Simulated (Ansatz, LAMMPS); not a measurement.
# Ionic liquid triethylsulfonium TFSI- with water at 300 K (120 atoms): a single point

What does DFT give for ionic liquid triethylsulfonium TFSI- with water at 300 K (120 atoms) as built?

Program: Ansatz 0.2.0. Level of theory: Kohn-Sham DFT, PBE+D4, PAW (set soft_2), plane waves. Results are calculated unless marked as measured.

**1. Starting point**

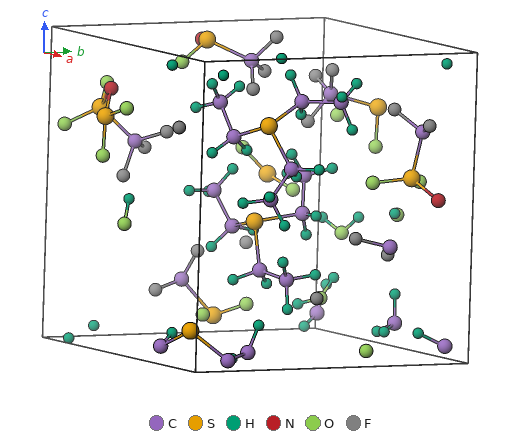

The starting structure, seen slightly off an axis (carbon purple, sulfur orange, hydrogen teal, nitrogen red, oxygen green, fluorine grey). Bonds to atoms that aren't drawn are left out. Some periodic images of atoms are drawn too.

The cell holds 120 atoms: 24 C, 9 S, 51 H, 3 N, 15 O and 18 F. Cell: a = 11.473 Å, b = 11.473 Å, c = 11.473 Å, α = 90.0°, β = 90.0°, γ = 90.0°. 3 triethylsulfonium, 3 TFSI-, 3 H2O placed at random, at 1.38 g/cm³; overlaps pushed apart, then 10 ps at 700 K with MMFF94 bonds, angles, torsions, charges and radii (Halgren, J. Comput. Chem. 17, 490 (1996)) in harmonic and 12-6 forms; SPC/E water (Berendsen, Grigera and Straatsma, J. Phys. Chem. 91, 6269 (1987)); charges of ions scaled by 0.8. Snapshot after 30 ps at 300 K and fixed volume.

Limits known from the start: The network of contacts between molecules at the start is that of the classical potential that made the cell, and needn't be the one that DFT or experiment would give. The density was typed from a rule of thumb and may lie off the real one at this temperature. Only the Γ point is sampled, in a cell whose shortest periodic width is 11 Å.

**2. Making the structure**

A classical potential makes the cell, at a small fraction of what the same run would cost in DFT.

This step: classical MD, MMFF94 bonds, angles, torsions, charges and radii (Halgren, J. Comput. Chem. 17, 490 (1996)) in harmonic and 12-6 forms; SPC/E water (Berendsen, Grigera and Straatsma, J. Phys. Chem. 91, 6269 (1987)); charges of ions scaled by 0.8 (LAMMPS 22 Jul 2025 - Update 4).

in.lmp

```
# ionic liquid triethylsulfonium TFSI- with water
units real
atom_style full
boundary p p p
bond_style harmonic
angle_style harmonic
dihedral_style opls
improper_style harmonic
special_bonds lj 0 0 0.5 coul 0 0 0.75
read_data data.lmp
neigh_modify delay 0 every 1 check yes one 4000
comm_modify cutoff 12.0
timestep 0.5
thermo_style custom step time temp pe press density
thermo_modify norm yes
# push overlapping molecules apart
pair_style soft 2.6
pair_coeff * * 0.0
variable a equal ramp(1,60)
fix ad all adapt 1 pair soft a * * v_a
velocity all create 700 449863 mom yes dist gaussian
fix lim all nve/limit 0.03
fix lan all langevin 700 700 50 449864 zero yes
thermo 1000
run 3000 post no
unfix ad
pair_style lj/cut/coul/long 9.0
pair_modify mix arithmetic tail yes
pair_coeff 1 1 0.0678 3.3680   # C
pair_coeff 2 2 0.2681 3.6400   # S
pair_coeff 3 3 0.0216 2.5400   # H
pair_coeff 4 4 0.0721 3.5530   # N
pair_coeff 5 5 0.2681 3.4180   # S
pair_coeff 6 6 0.0763 3.0960   # O
# [... 22 lines left out ...]
compute msd all msd com yes
thermo 7500
fix md all nvt temp 300 300 100
run 30000 post no
print "== T300: mean square displacement over the hold $(c_msd[4]:%.2f) A^2"
unfix md
uncompute msd
write_dump all custom T300.dump id type xs ys zs modify sort id
```

Run with:

```console
$ lmp -in in.lmp -log none -nocite
```

Numbers of over 12 decimals in the logs are rounded to 6 here.

The program printed:

```text
LAMMPS (22 Jul 2025 - Update 4)
Reading data file ...
  orthogonal box = (0 0 0) to (11.4726 11.4726 11.4726)
  120 atoms
  orthogonal box = (0 0 0) to (11.4726 11.4726 11.4726)
  111 bonds
  195 angles
  207 dihedrals
WARNING: Bond/angle/dihedral extent > half of periodic box length
   Step          Time           Temp          PotEng         Press         Density
         0   0              700            0.83173738    -7855.795       1.3769985
      1000   500            562.80363      2.4391824      13042.983      1.3769985
      2000   1000           610.6905       2.4550788      12432.987      1.3769985
[... 46 lines left out ...]
WARNING: Bond/angle/dihedral extent > half of periodic box length
   Step          Time           Temp          PotEng         Press         Density
[... 2 lines left out ...]
     30000   29000          273.11843      1.9655606     -8927.1219      1.3769985
     37500   36500          310.30322      1.9498275     -5232.1603      1.3769985
     45000   44000          271.52201      2.0478544     -10352.063      1.3769985
     47000   46000          281.18305      1.8782207      4938.8329      1.3769985
WARNING: Bond/angle/dihedral extent > half of periodic box length
Loop time of 13.3342 s on 1 MPI rank(s) for 30000 steps with 120 atoms
== T300: mean square displacement over the hold 14.53 A^2
```

Elapsed: 22 s, on 1 thread of Arm Neoverse V1, shared host; peak memory 0.13 GiB.

The input also reads data.lmp (atoms, bonds and types; not printed here).

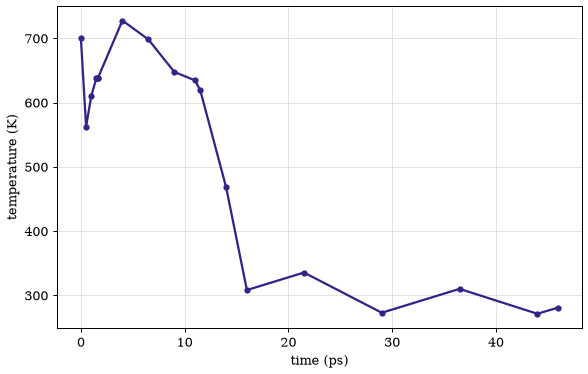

Temperature, plotted against time.

**3. Plane-wave single point**

The electrons are solved once, with the atoms held.

input.yaml

```yaml
crystal:
  lattice:
    - [11.4726, 0.0, 0.0]
    - [0.0, 11.4726, 0.0]
    - [0.0, 0.0, 11.4726]
  atoms:
    - { symbol: C, position: [0.55717, 0.31143, 0.81114] }
    - { symbol: C, position: [0.63436, 0.32161, 0.7079] }
    - { symbol: S, position: [0.77562, 0.36925, 0.75699] }
    - { symbol: C, position: [0.81802, 0.43289, 0.62082] }
    - { symbol: C, position: [0.85252, 0.3405, 0.52938] }
    - { symbol: C, position: [0.73983, 0.50786, 0.82738] }
    - { symbol: C, position: [0.84342, 0.59324, 0.83444] }
    - { symbol: H, position: [0.54656, 0.38636, 0.85838] }
    - { symbol: H, position: [0.46865, 0.27271, 0.7853] }
    - { symbol: H, position: [0.59814, 0.25685, 0.876] }
    - { symbol: H, position: [0.64261, 0.23904, 0.6599] }
    - { symbol: H, position: [0.59742, 0.39172, 0.65823] }
    - { symbol: H, position: [0.74723, 0.49195, 0.58687] }
    - { symbol: H, position: [0.89808, 0.48901, 0.62618] }
    - { symbol: H, position: [0.86723, 0.38594, 0.44608] }
    - { symbol: H, position: [0.78664, 0.27633, 0.51265] }
    - { symbol: H, position: [0.93146, 0.29149, 0.54831] }
    - { symbol: H, position: [0.66206, 0.55002, 0.77671] }
    - { symbol: H, position: [0.72137, 0.47433, 0.91186] }
    - { symbol: H, position: [0.8191, 0.66227, 0.89008] }
    - { symbol: H, position: [0.85116, 0.63292, 0.74537] }
    - { symbol: H, position: [0.91842, 0.55353, 0.86144] }
    - { symbol: C, position: [0.86813, 0.26459, 0.04143] }
    - { symbol: C, position: [0.93689, 0.15354, 0.02616] }
    - { symbol: S, position: [0.89134, 0.03846, 0.12059] }
    - { symbol: C, position: [0.97876, 0.92485, 0.05507] }
    - { symbol: C, position: [0.10596, 0.94518, 0.06245] }
    - { symbol: C, position: [0.74455, 0.01379, 0.05527] }
    - { symbol: C, position: [0.69889, 0.89575, 0.09861] }
    - { symbol: H, position: [0.77451, 0.26023, 0.01161] }
    - { symbol: H, position: [0.90959, 0.33252, 0.99076] }
    - { symbol: H, position: [0.87624, 0.29703, 0.1289] }
    - { symbol: H, position: [0.02873, 0.17075, 0.03601] }
    - { symbol: H, position: [0.92147, 0.11435, 0.94405] }
    - { symbol: H, position: [0.95319, 0.91572, 0.96163] }
    - { symbol: H, position: [0.95385, 0.83942, 0.09658] }
    - { symbol: H, position: [0.13173, 0.02185, 0.01191] }
    - { symbol: H, position: [0.12619, 0.96443, 0.15661] }
    - { symbol: H, position: [0.1529, 0.87327, 0.02764] }
    - { symbol: H, position: [0.68725, 0.08639, 0.09007] }
    - { symbol: H, position: [0.75944, 0.017, 0.96153] }
    - { symbol: H, position: [0.60955, 0.88284, 0.06246] }
    - { symbol: H, position: [0.68724, 0.90044, 0.19051] }
    - { symbol: H, position: [0.75952, 0.82406, 0.07983] }
    - { symbol: C, position: [0.2916, 0.44832, 0.49312] }
    - { symbol: C, position: [0.35171, 0.4853, 0.38402] }
    - { symbol: S, position: [0.50988, 0.47737, 0.41669] }
    - { symbol: C, position: [0.53701, 0.63697, 0.44113] }
    - { symbol: C, position: [0.48686, 0.66738, 0.5564] }
    - { symbol: C, position: [0.55045, 0.47861, 0.26468] }
    - { symbol: C, position: [0.67941, 0.50503, 0.24667] }
    - { symbol: H, position: [0.20024, 0.47964, 0.47882] }
    - { symbol: H, position: [0.29895, 0.35353, 0.49581] }
    - { symbol: H, position: [0.33676, 0.48921, 0.5663] }
    - { symbol: H, position: [0.31568, 0.43148, 0.31527] }
    - { symbol: H, position: [0.33048, 0.57503, 0.36624] }
    - { symbol: H, position: [0.6298, 0.63478, 0.44312] }
    - { symbol: H, position: [0.49446, 0.67682, 0.3667] }
    - { symbol: H, position: [0.51651, 0.75308, 0.58059] }
    - { symbol: H, position: [0.39193, 0.65857, 0.55303] }
    - { symbol: H, position: [0.50763, 0.60799, 0.62921] }
    - { symbol: H, position: [0.52753, 0.3946, 0.23368] }
    - { symbol: H, position: [0.49771, 0.53516, 0.21386] }
    - { symbol: H, position: [0.71339, 0.493, 0.15612] }
    - { symbol: H, position: [0.73408, 0.45937, 0.31076] }
    - { symbol: H, position: [0.69799, 0.59981, 0.2626] }
    - { symbol: "N", position: [0.93122, 0.91145, 0.51884] }
    - { symbol: S, position: [0.0128, 0.80034, 0.50481] }
    - { symbol: O, position: [0.00364, 0.71187, 0.59134] }
    - { symbol: O, position: [0.12916, 0.82972, 0.46576] }
    - { symbol: C, position: [0.94372, 0.73247, 0.37563] }
    - { symbol: F, position: [0.02204, 0.72468, 0.28686] }
    - { symbol: F, position: [0.84314, 0.78121, 0.33836] }
    - { symbol: F, position: [0.9158, 0.62101, 0.40271] }
    - { symbol: S, position: [0.81037, 0.8797, 0.57788] }
    - { symbol: O, position: [0.71484, 0.96316, 0.55372] }
    - { symbol: O, position: [0.77107, 0.75958, 0.56231] }
    - { symbol: C, position: [0.84582, 0.89487, 0.73055] }
    [... 36 atom lines left out ...]
    - { symbol: O, position: [0.36074, 0.81185, 0.14365] }
    - { symbol: H, position: [0.28867, 0.77017, 0.11782] }
    - { symbol: H, position: [0.34025, 0.86968, 0.20556] }
    - { symbol: O, position: [0.28957, 0.92296, 0.34226] }
    - { symbol: H, position: [0.22246, 0.88826, 0.38572] }
    - { symbol: H, position: [0.35061, 0.9488, 0.39886] }
kpoints:
  mp_grid: { grid: [1, 1, 1] }
hamiltonian:
  xc: pbe
  dispersion: d4
scf:
  occupations: { method: fixed }
output:
  forces: true
  stress: true
  populations: true
  dos:
    method: { smearing: { sigma: 0.1 } }
    de: 0.1
    projected: { site_lists: { C: [C], F: [F], H: [H], "N": ["N"], O: [O] } }
  eigenvalues: true
  write_density: true
  write_potential: true
  volumetric_format: npy
```

Run with:

```console
$ ansatz run input.yaml --threads 8 --pin off --max-ram 15872MiB --backend cpu --events-out ev --progress --plain --runs-dir out
```

The program printed:

```text
Engine: ansatz 0.2.0, aarch64-unknown-linux-gnu
Pseudopotentials: kind: paw
Pseudopotential: C, paw, valence charge 4, recommended cutoff 420 eV (normal), C.paw.azcp
Pseudopotential: S, paw, valence charge 6, recommended cutoff 420 eV (normal), S.paw.azcp
Pseudopotential: H, paw, valence charge 1, recommended cutoff 420 eV (normal), H.paw.azcp
Pseudopotential: N, paw, valence charge 5, recommended cutoff 420 eV (normal), N.paw.azcp
Pseudopotential: O, paw, valence charge 6, recommended cutoff 420 eV (normal), O.paw.azcp
Pseudopotential: F, paw, valence charge 7, recommended cutoff 420 eV (normal), F.paw.azcp
Functional definition: PBE
  parameter kappa = 0.804
  parameter beta = 0.066725
  exchange = pbe_x(kappa = kappa, mu = beta*pi^2/3)
  correlation = pbe_c(beta = beta)
Crystal: 120 atoms, lattice volume = 1510.030 Å³
Basis set: ecut = 420 eV, 29423 PW (Γ), exchange–correlation on 160×160×160 points (8 copies of the dense FFT grid, shifted against one another)
Bands: 336, of which v1, the nominal top of the filled ones, is band 216 counted from 1 (215 counted from 0)
Symmetry: 1 space group operations
Space group: P1 (ITA 1), of the structure as read, at distance tolerance 1.1e-4 Å
k-points: 1
Non-local potential: C, projectors of the file, l = 0: 2, l = 1: 2, l = 2: 1
Non-local potential: S, projectors of the file, l = 0: 2, l = 1: 2, l = 2: 2
Non-local potential: H, projectors of the file, l = 0: 2, l = 1: 1
Non-local potential: N, projectors of the file, l = 0: 2, l = 1: 2, l = 2: 1
Non-local potential: O, projectors of the file, l = 0: 2, l = 1: 2, l = 2: 1
Non-local potential: F, projectors of the file, l = 0: 2, l = 1: 2, l = 2: 1
PAW form: soft (Blöchl's): semilocal exchange-correlation on the pseudo side does not see the compensation charge
PAW one-centre angular grid: C, 110 points (default); XC on 64 Gauss nodes
PAW one-centre angular grid: S, 110 points (default); XC on 64 Gauss nodes
PAW one-centre angular grid: H, 110 points (default); XC on 64 Gauss nodes
PAW one-centre angular grid: N, 110 points (default); XC on 64 Gauss nodes
PAW one-centre angular grid: O, 110 points (default); XC on 64 Gauss nodes
PAW one-centre angular grid: F, 110 points (default); XC on 64 Gauss nodes
Initial density: superposition of atomic densities (neutral atoms: chi_scale 0, normalization atom), corrected by the library's trained network
Initial wavefunctions: pseudopotential atomic-orbital guess
Functional: x = pbe(κ = 0.804, μ = 0.219515), c = pbe(β = 0.066725)
SCF iter   1: F=—  HF=-39151.332694 eV  |F-HF|=—  |Δ(HF+E_count)|=         —  Δρ=6.43e-3  dr2=1.19e0  ethr=1.77e-3  ⟨swp⟩=4.0  Hψ=1250  notcnv=0  defer=118
preconditioner: auto → Resta (q_TF=auto, 2.215 Å⁻¹)  ε∞=2.5  [insulator: Δε(μ)=3.962 eV  Ē_g=15.247 eV  n_scr=256 (ndim 8)  ℏωp=19.0 eV  f_vac=0.316  ε∞_Penn≈2.5  vacuum switching on, ρ_ref=1.7e-2 e/Å³]
SCF iter   2: F=—  HF=-39150.937627 eV  |F-HF|=—  |Δ(HF+E_count)|=   3.95e-1  Δρ=3.35e-3  dr2=1.97e-1  ethr=2.76e-4  ⟨swp⟩=2.0  Hψ=432  notcnv=0  defer=118
SCF iter   3: F=—  HF=-39150.898260 eV  |F-HF|=—  |Δ(HF+E_count)|=   3.94e-2  Δρ=1.57e-3  dr2=4.67e-2  ethr=4.57e-5  ⟨swp⟩=2.0  Hψ=421  notcnv=0  defer=118
SCF iter   4: F=—  HF=-39150.889522 eV  |F-HF|=—  |Δ(HF+E_count)|=   8.74e-3  Δρ=6.94e-4  dr2=6.79e-3  ethr=1.08e-5  ⟨swp⟩=2.0  Hψ=516  notcnv=0  defer=118
SCF iter   5: F=—  HF=-39150.889105 eV  |F-HF|=—  |Δ(HF+E_count)|=   4.17e-4  Δρ=3.19e-4  dr2=1.18e-3  ethr=1.57e-6  ⟨swp⟩=2.0  Hψ=422  notcnv=0  defer=118
SCF iter   6: F=—  HF=-39150.889070 eV  |F-HF|=—  |Δ(HF+E_count)|=   3.55e-5  Δρ=8.35e-5  dr2=7.38e-5  ethr=2.72e-7  ⟨swp⟩=2.0  Hψ=420  notcnv=0  defer=115
SCF iter   7: F=—  HF=-39150.889181 eV  |F-HF|=—  |Δ(HF+E_count)|=   1.11e-4  Δρ=3.55e-5  dr2=1.47e-5  ethr=1.71e-8  ⟨swp⟩=2.0  Hψ=418  notcnv=0  defer=114
SCF iter   8: F=—  HF=-39150.889182 eV  |F-HF|=—  |Δ(HF+E_count)|=   1.28e-6  Δρ=1.29e-5  dr2=1.73e-6  ethr=3.41e-9  ⟨swp⟩=2.0  Hψ=530  notcnv=0  defer=114
SCF iter   9: F=—  HF=-39150.889182 eV  |F-HF|=—  |Δ(HF+E_count)|=   3.89e-7  Δρ=3.81e-6  dr2=1.34e-7  ethr=4.01e-10  ⟨swp⟩=2.0  Hψ=418  notcnv=0  defer=114
SCF iter  10: F=-39150.889182 eV  HF=-39150.889182 eV  |F-HF|=5.11e-9  |Δ(HF+E_count)|=   8.79e-8  Δρ=1.61e-6  dr2=2.77e-8  ethr=2.31e-11  ⟨swp⟩=22.0  Hψ=3288  notcnv=0
SCF 1 converged in 10 iterations: F = -39150.889182 eV  dr2 = 2.77e-8
  greatest PAW one-centre occupation: 0.935 electrons in one spin orbital (limit 2), on the F atom at site 101 (counted from 0), in its partial waves of l = 0
WARN: The output density's exchange-correlation potential varies sharply where the density is thin. Do not read a vacuum level from v_tot or v_xc, or from such a field of the output density. On a cell that repeats whose density bears no net charge and no dipole along the vacuum's axis use v_es (v_loc + v_h of the components); [...]
SCF converged after 10 iterations
Free energy (F): -39150.889182 eV
Harris-Foulkes:  -39150.889182 eV  (|F-HF|=5.11e-9)
Internal energy: -39150.889182 eV  (E = F + TS)
E sigma→0 (E₀):  -39150.889182 eV
Fermi energy:    0.339997 eV
--- Per-component energies (eV) ---
  E_band       = -3899.566859
  E_kinetic    = 10658.099056
  E_local      = -48539.634617  (includes V_loc(G=0)·N_el)
  E_nonlocal   = 3155.222852
  E_hartree    = 19571.129998
  E_xc         = -5203.832928
  E_vxc        = -6282.860580  (∫ρ·V_xc dr)
  E_paw        = -14182.314779  (= ΣΔE_a)
  E_vpaw       = -2032.656721  (= ΣTr[D̂ρ^β])
  E_aug_tail   = 0.005533  (compensation charges beyond the density's cutoff)
  E_ewald      = -4602.678992
  E_disp       = -6.885304  (pairwise vdW)
  E_smearing   = -0.000000  (= −TS)
  E_closure    = 0.000000  (closes the sum)
  Σ components = -39150.889182   (vs F -39150.889182, Δ=0.00e0)
--- Forces (eV/Å), atoms counted from 1 ---
  atom   1  C     -1.18797993    -3.31171394    -0.37485873
  atom   2  C     -0.36747931    -0.14582253     0.54672549
  atom   3  S      0.47744522     1.10830029    -1.17067659
  atom   4  C      1.56921977     0.31939824    -1.95609522
  atom   5  C     -0.11256027     0.49458321    -0.31479271
  atom   6  C     -0.44607612     0.88515008    -1.02365785
  atom   7  C     -2.70491237     0.04219023    -3.20414272
  atom   8  H     -0.61747316     2.57476162     0.81865742
  atom   9  H      1.38304124     0.58679201     0.61236534
  atom  10  H     -0.02935085    -1.09336779     0.30809091
  atom  11  H      0.16431448     0.19462952    -0.01889540
  atom  12  H      0.11605251     0.45359238    -1.08778366
  atom  13  H      0.41905829    -0.60603270     0.57661755
  atom  14  H     -0.72553642    -0.32454679     0.69603467
[...]
atom 119  H      1.04059090     0.58738549    -0.34853033
  atom 120  H     -0.70103584    -0.42734271    -0.77722248
  max |Σ_I F_I| component: 7.49e-5 eV/Å
--- Stress (GPa, compression-positive) ---
        1.108560       0.365807      -0.991679
        0.365807       2.256537      -0.141648
       -0.991680      -0.141648       2.579392
  P = ⅓ Tr σ = 1.9815 GPa (19.815 kbar)
--- Band table (eV) ---
  k-point 0: bands = ["-28.2732", "-27.7678", "-27.6677", "-27.5565", [... 320 levels ...], "10.1698", "10.2326", "10.2998", "10.3526", "10.3579", "10.4223", "10.4365", "10.4829", "10.5272", "10.5567", "10.5833", "10.6356"]
--- Löwdin populations: 120 sites ---
  site symbol       q [e]
     0      C      4.4626
     1      C      4.3455
     2      S      5.1746
[...]
119      H      0.6140
  spilling = 0.015413 (of n_electrons = 432.000000)
```

Wall time 13 s (8 threads of Arm Neoverse V1, shared host); peak memory 1.9 GiB; 93 s of CPU time.

The program notes that the exchange-correlation potential is rough where the density is thin.

The run gave:

* free energy: -39150.8892 eV
* free energy per atom: -326.2574 eV/atom
* SCF cycles: 10
* pressure: 1.981 GPa
* r.m.s. force component: 0.8955 eV/Å
* longest force: 4.193 eV/Å
* Fermi energy: 0.34 eV
* gap (highest filled to lowest empty level): 2.542 eV
* spilling of the projection: 0.01541

Neighbours are counted within 1.34 Å (H-C), 1.21 Å (H-O), 1.85 Å (C-C), 1.62 Å (C-F), 2.21 Å (C-S), 1.88 Å (O-S), 2.02 Å (S-N).

Length of the force by element and coordination:

```csv
element,coordination,atoms,mean length of the force (eV/Å),spread,least,most
C,all,24,1.91,1.02,0.597,4.19
F,all,18,1.06,0.557,0.299,2.11
H,all,51,1.02,0.534,0.126,2.81
N,all,3,1.59,0.638,0.691,2.11
O,all,15,1.14,0.565,0.528,2.51
O,1,12,1.28,0.543,0.536,2.51
O,2,3,0.559,0.0291,0.528,0.598
S,all,9,2.11,1.04,0.414,3.64
S,3,3,1.51,0.833,0.414,2.43
S,4,6,2.41,1.000,0.969,3.64
```

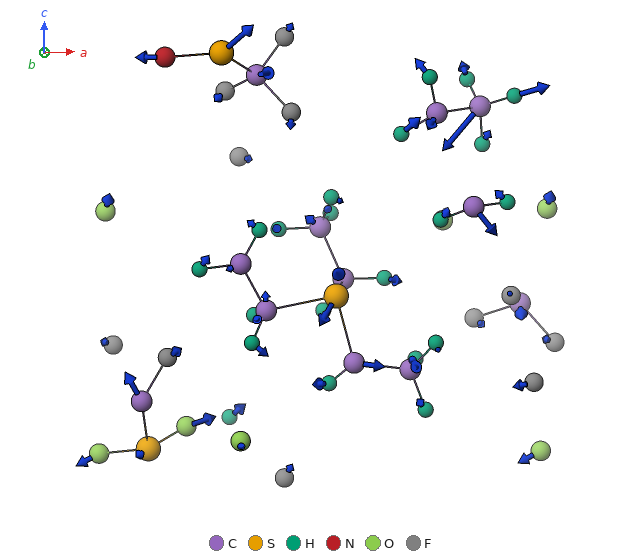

Forces as arrows; the longest in the cell is 4.19 eV/Å. Drawn is a slice 4 Å thick, seen along the normal of the ac plane. Bonds to atoms that aren't drawn are left out.

Löwdin charges by element and coordination (they lack the spilled electrons, 0.055 e an atom on average):

```csv
element,coordination,atoms,mean charge (e),spread,least,most
C,all,24,-0.139,0.450,-0.472,0.655
F,all,18,-0.219,0.0131,-0.247,-0.195
H,all,51,0.235,0.0601,0.159,0.399
N,all,3,-0.868,0.0207,-0.895,-0.845
O,all,15,-0.730,0.0243,-0.776,-0.684
O,1,12,-0.730,0.0244,-0.776,-0.684
O,2,3,-0.732,0.024,-0.764,-0.706
S,all,9,1.72,0.672,0.720,2.23
S,3,3,0.773,0.0429,0.720,0.825
S,4,6,2.20,0.04,2.11,2.23
```

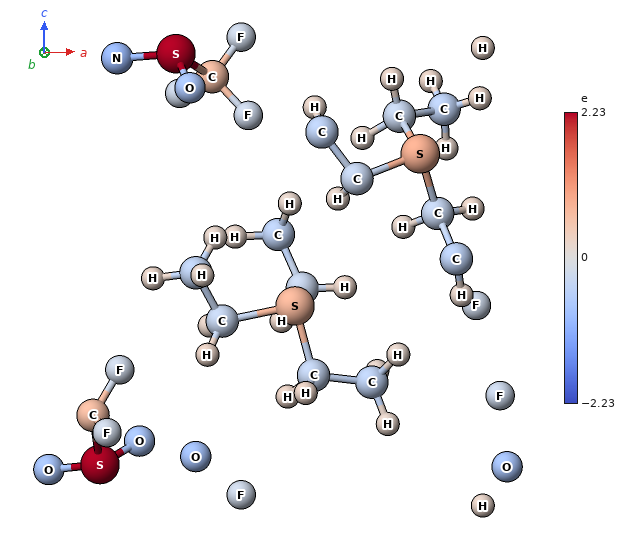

Atoms coloured by Löwdin charge. Drawn is a slice 4 Å thick, seen along the normal of the ac plane. Bonds to atoms that aren't drawn are left out.

[end of part 1 of 2]

[Logs are printed without paths, hosts, clocks, repeated set-up lines and the standing remarks that a program may print on its own settings, such as how far it seeks lower states.]

[Hosts, paths, dates, database ids (printed as entryN), source tags and the programs' standing remarks are cut or masked in the printed files.]

[The MMFF94 radii named for the starting cell were scaled by 0.96; in molecules described by MMFF94, hydrogen bound to N, O or S took a small fixed 12-6 site in their place.]
